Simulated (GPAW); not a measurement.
## HfGe2N4 monolayer: simulated STM images

Wanted: filled- and empty-state images of HfGe2N4 monolayer, with its work function.

Program: GPAW 26.7.0. Level of theory: GPAW, PAW setups; layer in a repeated cell with vacuum, relaxation of atoms and in-plane cell, in the first sound run; inputs show where later runs differ. Results are calculated unless marked as measured.

## (1) The structure

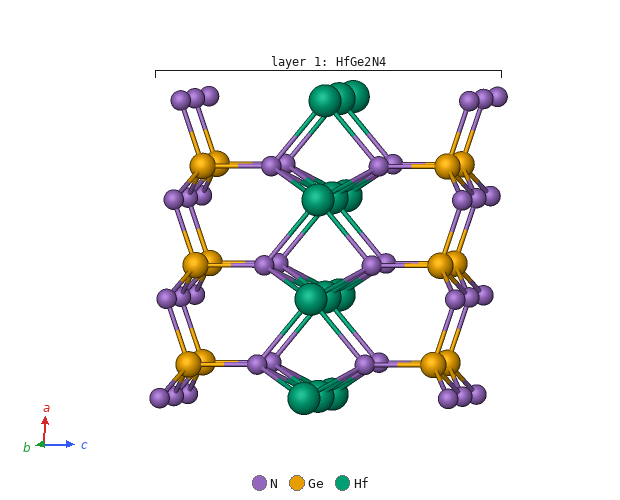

The cell as given, from the side, with the c axis across the page (nitrogen purple, germanium orange, hafnium teal). 3×2×1 cells are drawn. Bonds to atoms that aren't drawn are left out. Some periodic images of atoms are drawn too.

The cell holds 7 atoms: 4 N, 2 Ge and 1 Hf. Its edges and angles: a = 3.020 Å, b = 3.020 Å, c = 21.747 Å, α = 90.0°, β = 90.0°, γ = 120.0°. Vacuum lies along c.

## (2) Relaxation

The atoms are relaxed first, since the surface dipole, and with it the work function, follows the positions of the outer layers.

run.py reads:

```python
import json
import numpy as np
from ase import Atoms
from ase.filters import FrechetCellFilter
from ase.optimize import BFGS
from gpaw import GPAW, PW

slab = Atoms(
    ['N', 'Ge', 'N', 'Hf', 'N', 'Ge', 'N'],
    positions=[
        [0.00000, 0.00000, 7.00000],
        [-0.00000, 1.74360, 7.58776],
        [-0.00000, 1.74360, 9.42776],
        [0.00000, 0.00000, 10.87348],
        [-0.00000, 1.74360, 12.31919],
        [-0.00000, 1.74360, 14.15919],
        [0.00000, 0.00000, 14.74696]],
    cell=[[3.02, 0.0, 0.0], [-1.51, 2.6154, 0.0], [0.0, 0.0, 21.747]],
    pbc=[True, True, True])

slab.calc = GPAW(mode=PW(600), xc='PBE', kpts={'size': (12, 12, 1), 'gamma': True},
                 occupations={'name': 'fermi-dirac', 'width': 0.05}, nbands='200%',
                 convergence={'density': 1e-05}, maxiter=200,
                 symmetry={'tolerance': 1e-3}, txt='slab.txt')
result = {}
# The in-plane cell is free; stress needs a cell that repeats along all three vectors
path = []
opt = BFGS(FrechetCellFilter(slab, mask=[1, 1, 0, 0, 0, 1]), maxstep=0.2)
opt.attach(lambda: path.append((slab.get_potential_energy(), slab.positions.tolist(), slab.get_forces().tolist())))
result['relaxed'] = bool(opt.run(fmax=0.02, steps=45))
result['path'] = path
result['cell'] = slab.cell.tolist()
print('in-plane lattice', slab.cell.cellpar().round(4)[[0, 1, 5]])
energy = slab.get_potential_energy()
fermi = slab.calc.get_fermi_level()
v = slab.calc.get_electrostatic_potential().mean((0, 1)) - fermi
n = slab.calc.get_pseudo_density().mean((0, 1))
L = slab.cell[2, 2]
z = np.arange(len(v)) * L / len(v)
low, high = slab.positions[:, 2].min(), slab.positions[:, 2].max()
below, above = np.interp([low - 4.8, high + 4.8], z, v)
slopes = [np.interp(x, z, np.gradient(v, z)) for x in (low - 4.8, high + 4.8)]
eps = np.array([[slab.calc.get_eigenvalues(k, s) for k in range(len(slab.calc.get_ibz_k_points()))]
                for s in range(slab.calc.get_number_of_spins())]) - fermi
top, bottom = eps[eps < 0].max(), eps[eps > 0].min()
dipole = slab.get_dipole_moment()[2]
print(f'energy {energy:.4f} eV, Fermi level {fermi:.4f} eV, dipole {dipole:.5f} e A')
print(f'potential 4.8 A off the faces, from the Fermi level: lower {below:.4f} eV, upper {above:.4f} eV')
print(f'slope of the potential there: lower {slopes[0]:.5f}, upper {slopes[1]:.5f} eV/A')
print(f'nearest levels on the mesh: {top:.4f} and {bottom:.4f} eV')
print('magnetic moment', round(slab.get_magnetic_moment(), 3))
result.update(energy=energy, fermi=fermi, dipole=dipole, below=below, above=above, slopes=slopes, edges=[top, bottom],
              z=z.tolist(), v=v.tolist(), n=n.tolist(), positions=slab.positions.tolist(),
              forces=slab.get_forces(apply_constraint=False).tolist(), moments=slab.get_magnetic_moments().tolist())
json.dump(result, open('result.json', 'w'))
```

Run with:

```console
$ OMP_NUM_THREADS=1 OPENBLAS_NUM_THREADS=1 python run.py
```

The log of the run:

```text
Step          Energy          fmax
BFGS:    0      -51.113294        4.259440
BFGS:    1      -51.579903        2.266812
BFGS:    2      -51.989542        0.993291
BFGS:    3      -52.065018        0.669491
BFGS:    4      -52.184951        0.882781
BFGS:    5      -52.283996        0.926341
BFGS:    6      -52.395412        0.727720
BFGS:    7      -52.468193        0.320737
BFGS:    8      -52.474730        0.194398
BFGS:    9      -52.470522        0.150435
BFGS:   10      -52.464619        0.193122
BFGS:   11      -52.457402        0.151145
BFGS:   12      -52.454670        0.055148
BFGS:   13      -52.456591        0.005297
in-plane lattice [  3.1146   3.1146 120.    ]
energy -52.4566 eV, Fermi level 0.6222 eV, dipole 0.00035 e A
potential 4.8 A off the faces, from the Fermi level: lower 6.0139 eV, upper 6.0181 eV
slope of the potential there: lower -0.00216, upper 0.00034 eV/A
nearest levels on the mesh: -0.8944 and 0.8465 eV
magnetic moment 0.0
```

Wall time 8.9 min (1 thread of AMD EPYC 9B45 (Zen 5), shared host); peak memory 0.55 GiB.

Numbers from this step:

```yaml
dipole_along_the_normal: 3.49e-4 e·Å
levels_nearest_the_fermi_level_on_the_mesh: -0.8944, 0.8465 eV from the Fermi level
```

The electrostatic potential energy of an electron (without an applied field's), less the Fermi level, planar mean oscillates, so the rows of the table below give means over windows of 1.04 Å about each position, cut where the curve ends. Its maxima inside the range that stand out by 2 % of the span (Å: eV): 9.0: 1.24, 10.0: -7.51, 11.7: -7.51, 12.8: 1.25. Its minima: 7.7: -21.3, 9.7: -11.0, 10.9: -24.5, 12.1: -11.0, 14.1: -21.3.

The electrostatic potential energy of an electron (without an applied field's), less the Fermi level, planar mean by z; means over each step:

| z (Å) | electrostatic potential energy of an electron (without an applied field's), less the Fermi level, planar mean (eV) |
| --- | --- |
| 0.52 | 6.02 |
| 1.56 | 6.02 |
| 2.60 | 6.01 |
| 3.64 | 6.01 |
| 4.68 | 5.99 |
| 5.72 | 5.53 |
| 6.76 | -5.57 |
| 7.80 | -17.2 |
| 8.84 | -1.03 |
| 9.88 | -9.08 |
| 10.92 | -19.7 |
| 11.96 | -8.20 |
| 13.00 | -1.46 |
| 14.04 | -18.2 |
| 15.08 | -3.47 |
| 16.12 | 5.66 |
| 17.16 | 6.00 |
| 18.20 | 6.02 |
| 19.24 | 6.02 |
| 20.28 | 6.02 |
| 21.32 | 6.02 |

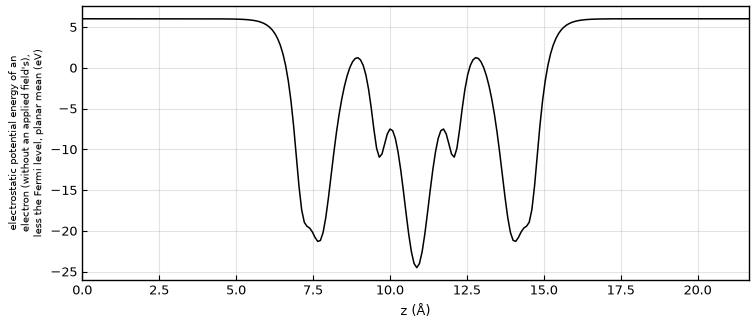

Electrostatic potential energy of an electron (without an applied field's), less the Fermi level, planar mean against z.

The pseudo valence density, planar mean oscillates, so the rows of the table below give means over windows of 1 Å about each position, cut where the curve ends. Its maxima inside the range that stand out by 2 % of the span (Å: e/Å³): 7.3: 0.811, 8.2: 0.307, 9.7: 0.698, 10.8: 1.19, 12.0: 0.698, 13.6: 0.307, 14.4: 0.811. Its minima: 7.8: 0.167, 8.7: 0.205, 10.1: 0.619, 11.7: 0.619, 13.0: 0.205, 13.9: 0.167.

The pseudo valence density, planar mean by z; means over each step:

| z (Å) | pseudo valence density, planar mean (e/Å³) |
| --- | --- |
| 4 | 1.1e-4 |
| 5 | 0.00272 |
| 6 | 0.0742 |
| 7 | 0.612 |
| 8 | 0.286 |
| 9 | 0.342 |
| 10 | 0.674 |
| 11 | 0.966 |
| 12 | 0.627 |
| 13 | 0.271 |
| 14 | 0.401 |
| 15 | 0.474 |
| 16 | 0.0312 |
| 17 | 0.00119 |
| 18 | 5.1e-5 |

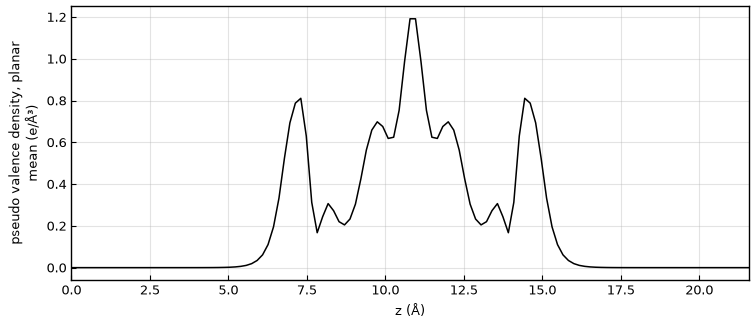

Pseudo valence density, planar mean against z.

The relaxation lowered the energy of the cell by 1.34 eV (energies extrapolated to zero smearing; the optimiser's log prints free energies). The largest force left on a free atom is 0.0053 eV/Å.

## (3) The slab's potential

The work function is the vacuum plateau of the electrostatic potential less the Fermi level; a dipole layer lets the two faces have plateaus of their own.

This step: GPAW, PAW setups; slab in vacuum (GPAW 26.7.0).

The cell differs from the one that the last finished run ended in (c 21.747 → 21.451 Å).

run.py reads:

```python
import json
import numpy as np
from ase import Atoms
from ase.dft.stm import STM
from gpaw import GPAW, PW

slab = Atoms(
    ['N', 'Ge', 'N', 'Hf', 'N', 'Ge', 'N'],
    positions=[
        [-0.00000, 0.00000, 7.00000],
        [-0.00000, 1.79821, 7.60843],
        [-0.00000, 1.79821, 9.49354],
        [-0.00000, -0.00000, 10.72575],
        [-0.00000, 1.79821, 11.95794],
        [-0.00000, 1.79821, 13.84305],
        [-0.00000, 0.00000, 14.45149]],
    cell=[[3.11458, -0.0, 0.0], [-1.55729, 2.69731, 0.0], [0.0, 0.0, 21.4515]],
    pbc=[True, True, False])

slab.calc = GPAW(mode=PW(500), xc='PBE', kpts={'size': (12, 12, 1), 'gamma': True},
                 occupations={'name': 'fermi-dirac', 'width': 0.05}, nbands='200%',
                 convergence={'density': 1e-05}, maxiter=200,
                 poissonsolver={'dipolelayer': 'xy'},
                 symmetry={'tolerance': 1e-3}, txt='slab.txt')
result = {}
energy = slab.get_potential_energy()
fermi = slab.calc.get_fermi_level()
v = slab.calc.get_electrostatic_potential().mean((0, 1)) - fermi
n = slab.calc.get_pseudo_density().mean((0, 1))
L = slab.cell[2, 2]
z = np.arange(len(v)) * L / len(v)
low, high = slab.positions[:, 2].min(), slab.positions[:, 2].max()
below, above = np.interp([low - 4.8, high + 4.8], z, v)
slopes = [np.interp(x, z, np.gradient(v, z)) for x in (low - 4.8, high + 4.8)]
eps = np.array([[slab.calc.get_eigenvalues(k, s) for k in range(len(slab.calc.get_ibz_k_points()))]
                for s in range(slab.calc.get_number_of_spins())]) - fermi
top, bottom = eps[eps < 0].max(), eps[eps > 0].min()
dipole = slab.get_dipole_moment()[2]
print(f'energy {energy:.4f} eV, Fermi level {fermi:.4f} eV, dipole {dipole:.5f} e A')
print(f'potential 4.8 A off the faces, from the Fermi level: lower {below:.4f} eV, upper {above:.4f} eV')
print(f'slope of the potential there: lower {slopes[0]:.5f}, upper {slopes[1]:.5f} eV/A')
print(f'nearest levels on the mesh: {top:.4f} and {bottom:.4f} eV')
print('magnetic moment', round(slab.get_magnetic_moment(), 3))
result.update(energy=energy, fermi=fermi, dipole=dipole, below=below, above=above, slopes=slopes, edges=[top, bottom],
              z=z.tolist(), v=v.tolist(), n=n.tolist(), positions=slab.positions.tolist(),
              forces=slab.get_forces(apply_constraint=False).tolist(), moments=slab.get_magnetic_moments().tolist())

# Images need the states of the whole zone, up to time reversal
slab.calc = slab.calc.fixed_density(symmetry={'point_group': False}, txt='states.txt', nbands='320%',
                                    convergence={'bands': 'CBM+2.3'})
stm = STM(slab)
result['stm'] = []
for bias in [-1.5, 2.0]:
    height = high + 3.5
    current = stm.get_averaged_current(bias, height)
    x, y, h = stm.scan(bias, current)
    i, f = divmod(height / L * stm.ldos.shape[2], 1)
    I = abs((1 - f) * stm.ldos[:, :, int(i)] + f * stm.ldos[:, :, int(i) + 1])
    print(f'bias {bias} V: mean current at 3.5 A {current:.4e}, corrugation {np.ptp(h):.4f} A')
    result['stm'].append(dict(bias=bias, current=current, h=(h - high).tolist(), I=I.tolist()))
json.dump(result, open('result.json', 'w'))
```

The log of the run:

```text
energy -50.7868 eV, Fermi level 0.7237 eV, dipole 0.00097 e A
potential 4.8 A off the faces, from the Fermi level: lower 6.0032 eV, upper 6.0092 eV
slope of the potential there: lower -0.00109, upper 0.00109 eV/A
nearest levels on the mesh: -0.8760 and 0.8147 eV
magnetic moment 0.0
bias -1.5 V: mean current at 3.5 A 4.6066e-06, corrugation 0.2292 A
bias 2.0 V: mean current at 3.5 A 3.6905e-06, corrugation 0.1005 A
```

The job ended after 2.2 min (1 thread; peak memory 0.77 GiB).

This step gave:

| Property | Result |
| --- | --- |
| dipole along the normal | 9.67e-4 e·Å |
| levels nearest the Fermi level on the mesh | -0.8760, 0.8147 eV from the Fermi level |
| upper work function | 6.009 eV |
| lower work function | 6.003 eV |
| corrugation -1.5 | 0.2292 Å |
| corrugation 2 | 0.1005 Å |
| upper ionisation energy | 6.885 eV |

The electrostatic potential energy of an electron (without an applied field's), less the Fermi level, planar mean oscillates, so the rows of the table below give means over windows of 1.05 Å about each position, cut where the curve ends. Its maxima inside the range that stand out by 2 % of the span (Å: eV): 8.8: 1.25, 9.9: -7.50, 11.6: -7.50, 12.6: 1.25. Its minima: 7.6: -21.3, 9.5: -10.8, 10.7: -24.5, 12.0: -10.8, 13.9: -21.3.

Table of electrostatic potential energy of an electron (without an applied field's), less the Fermi level, planar mean by z; means over each step:

| z (Å) | electrostatic potential energy of an electron (without an applied field's), less the Fermi level, planar mean (eV) |
| --- | --- |
| 0.53 | 6.00 |
| 1.58 | 6.00 |
| 2.63 | 6.00 |
| 3.68 | 6.00 |
| 4.73 | 5.97 |
| 5.78 | 5.05 |
| 6.83 | -10.3 |
| 7.88 | -13.8 |
| 8.93 | -1.81 |
| 9.98 | -11.5 |
| 11.03 | -17.5 |
| 12.08 | -5.92 |
| 13.13 | -4.95 |
| 14.18 | -18.3 |
| 15.23 | 1.82 |
| 16.28 | 5.87 |
| 17.33 | 6.00 |
| 18.38 | 6.01 |
| 19.43 | 6.01 |
| 20.48 | 6.01 |

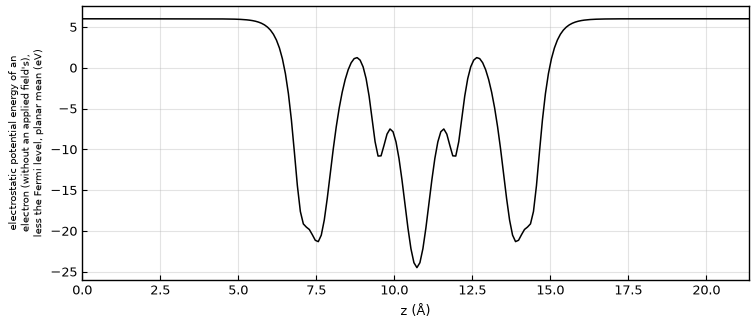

Electrostatic potential energy of an electron (without an applied field's), less the Fermi level, planar mean, plotted against z.

The pseudo valence density, planar mean oscillates, so the rows of the table below give means over windows of 1 Å about each position, cut where the curve ends. Its maxima inside the range that stand out by 2 % of the span (Å: e/Å³): 7.1: 0.815, 8.0: 0.308, 9.6: 0.694, 10.7: 1.22, 11.9: 0.694, 13.4: 0.308, 14.4: 0.815. Its minima: 7.7: 0.169, 8.4: 0.211, 10.0: 0.616, 11.5: 0.616, 13.0: 0.211, 13.8: 0.169.

Pseudo valence density, planar mean against z; means over each step:

| z (Å) | pseudo valence density, planar mean (e/Å³) |
| --- | --- |
| 3 | 9.6e-6 |
| 4 | 1.9e-4 |
| 5 | 0.00444 |
| 6 | 0.116 |
| 7 | 0.634 |
| 8 | 0.251 |
| 9 | 0.405 |
| 10 | 0.715 |
| 11 | 0.921 |
| 12 | 0.591 |
| 13 | 0.256 |
| 14 | 0.475 |
| 15 | 0.371 |
| 16 | 0.0193 |
| 17 | 7.5e-4 |
| 18 | 3.4e-5 |

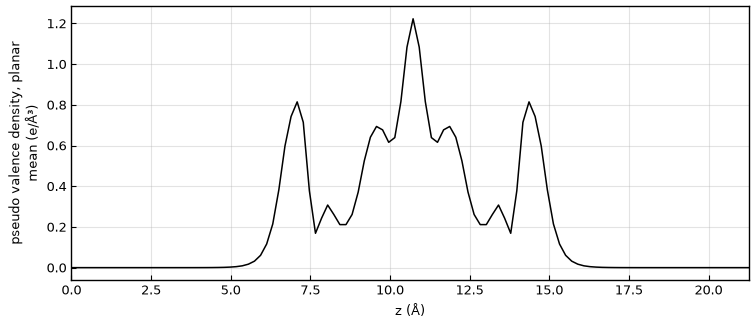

Pseudo valence density, planar mean against z.

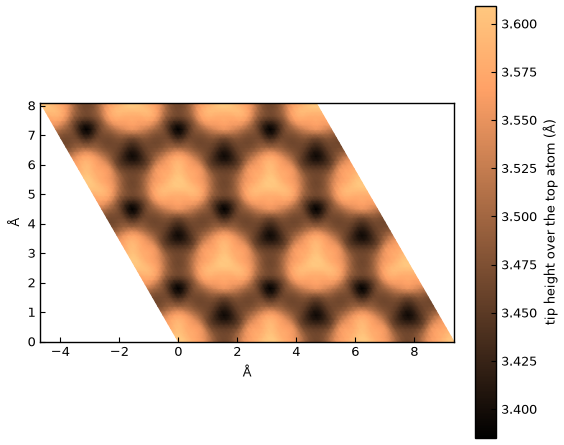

Tip height over the top atom over a1 and a2. Sample bias -1.5 V, constant current at the mean current 3.5 Å over the top atom. The cell is repeated, with its origin at the lower left corner.

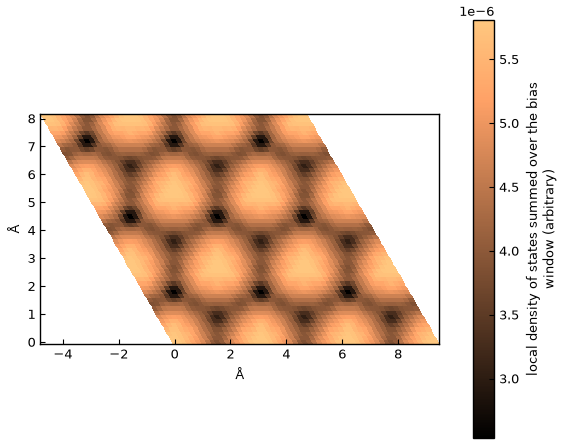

Local density of states summed over the bias window over a1 and a2. Sample bias -1.5 V, constant height 3.5 Å over the top atom. The cell is repeated, with its origin at the lower left corner.

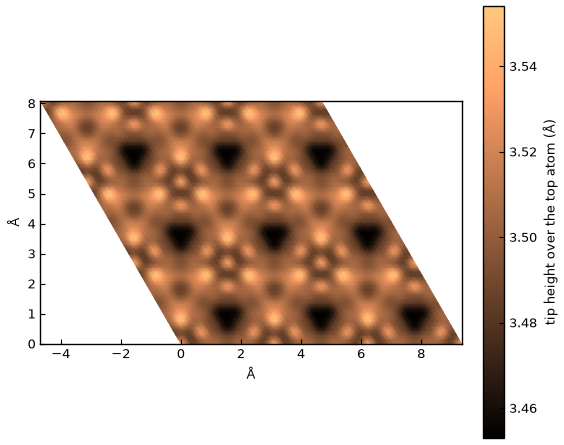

Tip height over the top atom over a1 and a2. Sample bias 2 V, constant current at the mean current 3.5 Å over the top atom. The cell is repeated, with its origin at the lower left corner.

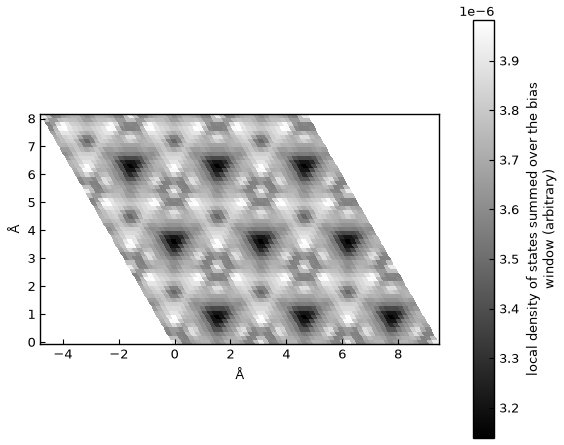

Local density of states summed over the bias window over a1 and a2. Sample bias 2 V, constant height 3.5 Å over the top atom. The cell is repeated, with its origin at the lower left corner.

The layer is gapped, so the Fermi level lies somewhere inside the gap, set by smearing and numerics, and these work functions are no property of the material; the band edges below the vacuum level are. The potential is flat to 0.001 eV/Å where it is read, so the vacuum is wide enough.

## (4) Results

```yaml
work_function_upper_and_lower_face_fermi_level_placed_in_the_gap_by_the_smearing: 6.009 and 6.003 eV
ionisation_energy_from_the_upper_face_highest_filled_level_on_the_mesh: 6.89 eV
electron_affinity_from_the_upper_face_lowest_empty_kohn_sham_level_on_the_mesh: 5.19 eV
dipole_along_the_normal: 9.7e-4 e Å, near the numerical noise
corrugation_at_minus_1p5_v: 0.229 Å
corrugation_at_2_v: 0.101 Å as printed, 0.070 Å or less without short-wave noise
```

**Reading.** At 2 V GPAW's map carries short-wave noise, which can't be real at this height: without waves under 1.5 Å it spans 0.070 Å against 0.10 Å printed. The reading below uses the filtered value, which may still be too high. The corrugation at constant current is largest at -1.5 V, where the tip height varies by 0.23 Å over the cell. Negative sample bias images filled states, positive bias empty ones. The levels nearest the Fermi level on the mesh lie 1.69 eV apart, so the slab is gapped there: the smearing puts the Fermi level inside the gap, and from either face the ionisation energy is the work function plus 0.88 eV. Both are Kohn-Sham levels on the mesh, and semilocal gaps are too small, so the affinity tends to come out too large and the ionisation energy too small. The images are of Tersoff-Hamann type: an s-wave tip, no tip-sample forces, heights closer than in a microscope. The starting lattice was a guess from atomic radii; the relaxation moved it by 3 %. With elements this heavy, spin-orbit coupling can move band edges by tenths of an eV. Biases count from a Fermi level whose place in the gap is arbitrary, so only their reach past the band edges has a meaning. The small printed dipole stands for a step of -21 meV from the lower to the upper face, and the probes find 6.0 meV; values this small are near the numerical noise of both. The layer's cell and atoms come from the relaxation; spin-orbit coupling and temperature are left out.

[Logs are printed without paths, hosts, clocks, repeated set-up lines and the standing remarks that a program may print on its own settings, such as how far it seeks lower states.]

[Hosts, paths, dates, database ids (printed as entryN), source tags and the programs' standing remarks are cut or masked in the printed files.]
